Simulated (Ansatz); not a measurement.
## Electronic structure of C4H15GeNSi in real space

The calculation's input:

```
crystal:
  periodic: [false, false, false]
  atoms:
    - {symbol: C, position_ang: [2.039852, -0.483508, -0.501627]}
    - {symbol: N, position_ang: [0.818706, -0.572918, 0.286906]}
    - {symbol: Ge, position_ang: [0.728633, -2.060248, 1.358285]}
    - {symbol: Si, position_ang: [-0.489407, 0.485313, -0.134775]}
    - {symbol: C, position_ang: [-0.971199, 0.250815, -1.932300]}
    - {symbol: C, position_ang: [-1.967649, 0.127131, 0.952387]}
    - {symbol: C, position_ang: [0.040092, 2.266666, 0.109754]}
    - {symbol: H, position_ang: [2.141519, 0.508464, -0.952859]}
    - {symbol: H, position_ang: [2.078142, -1.215775, -1.319899]}
    - {symbol: H, position_ang: [2.929384, -0.636796, 0.120384]}
    - {symbol: H, position_ang: [0.539635, -3.344931, 0.518013]}
    - {symbol: H, position_ang: [-0.430039, -1.920371, 2.352214]}
    - {symbol: H, position_ang: [2.076756, -2.165450, 2.099271]}
    - {symbol: H, position_ang: [-0.124125, 0.431872, -2.599927]}
    - {symbol: H, position_ang: [-1.324838, -0.767888, -2.113345]}
    - {symbol: H, position_ang: [-1.769470, 0.940912, -2.220374]}
    - {symbol: H, position_ang: [-1.741589, 0.266136, 2.012081]}
    - {symbol: H, position_ang: [-2.349063, -0.887925, 0.816974]}
    - {symbol: H, position_ang: [-2.774434, 0.818327, 0.691156]}
    - {symbol: H, position_ang: [0.908709, 2.526310, -0.500966]}
    - {symbol: H, position_ang: [0.298765, 2.454071, 1.154979]}
    - {symbol: H, position_ang: [-0.767980, 2.949793, -0.167734]}
basis:
  gaussian: {orbitals: def2-TZVPP}
hamiltonian: {xc: pbe0, dispersion: d4}
output: {orbitals: {seedname: orbitals}}
```

Run with:

```sh
ansatz run in.yaml --threads 5 --pin off --events-out ev --progress --plain --max-ram 66560MiB --backend cuda --devices 0, --max-vram 37GiB
```

Geometry: PBE0-D4/def2-TZVP.

Theory: RKS PBE0-D4/def2-TZVPP in Ansatz 0.2.0.

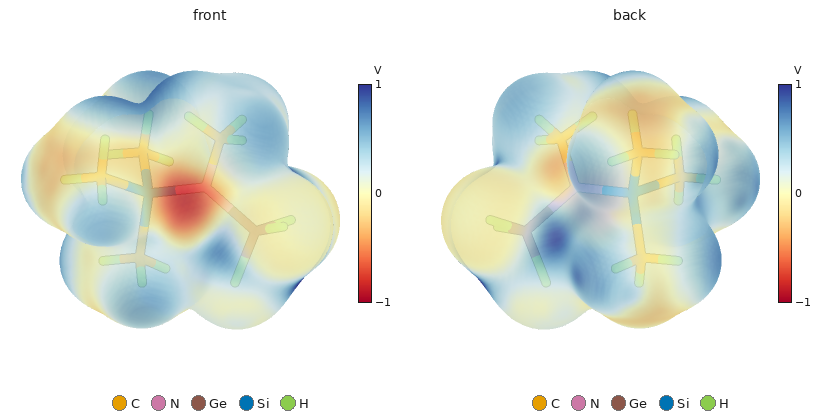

Figure 1. The molecular electrostatic potential painted on the density surface at 0.002 e/bohr³, seen from the front and from behind; the colour scale runs from red (negative) to blue (positive).

Question: Which sites attract a positive test charge, and which a negative one?

Answer: A positive charge is drawn to the negative regions and a negative charge to the positive ones. The most negative region (about −0.8 V) lies over N2, the most positive (about +0.9 V) over Ge3.

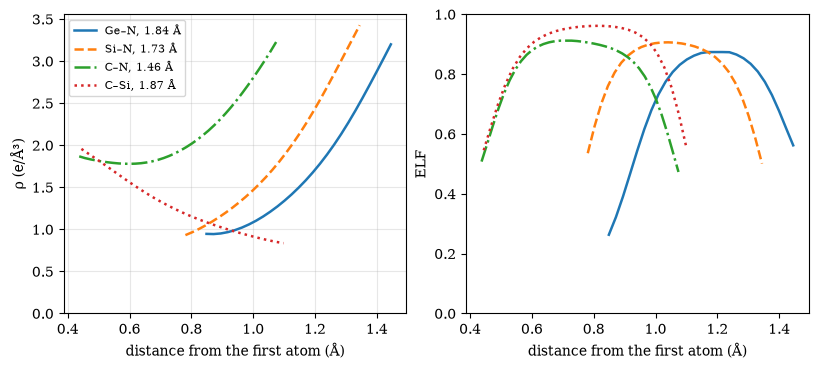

Figure 2. Electron density and electron localisation function along straight lines between neighbouring atoms. The curves leave out the atomic cores.

Question: Compare the contacts.

Answer: Ge–N (1.84 Å): ρ is about 0.97 e/Å³ halfway; the ELF peaks at about 0.85 in the valence shell of N, 0.7 Å from its nucleus, and is about 0.45 at the midpoint.
Si–N (1.73 Å): the density is about 1.1 e/Å³ at the midpoint; the ELF peaks at about 0.90 between the atoms, as expected for a polar covalent bond.
C–N (1.46 Å): ρ is about 1.9 e/Å³ halfway; the ELF peaks at about 0.90 between the atoms; a shared electron pair.
C–Si (1.87 Å): the density is about 0.98 e/Å³ at the midpoint; the ELF peaks at about 0.95 between the atoms; localised, covalent bonding.

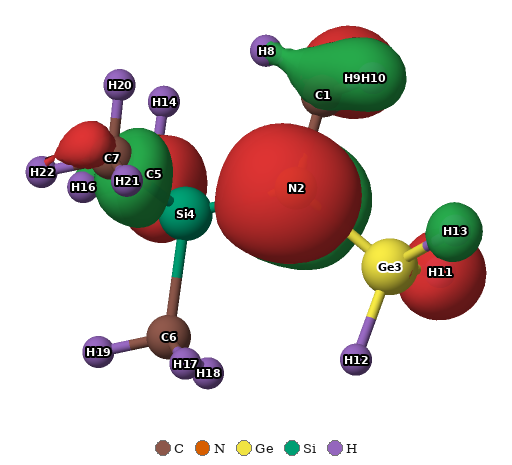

Figure 3. The HOMO at ±0.1 Å⁻³ᐟ² (green and red are the two phases), seen across its widest extent.

Question: What is the character of this orbital?

Answer: By Hirshfeld shares it lies mainly on N2 (about 50 %), Si4 (about 10 %), Ge3 (about 10 %) and C1 (about 5 %). Its energy is −6.45 eV.
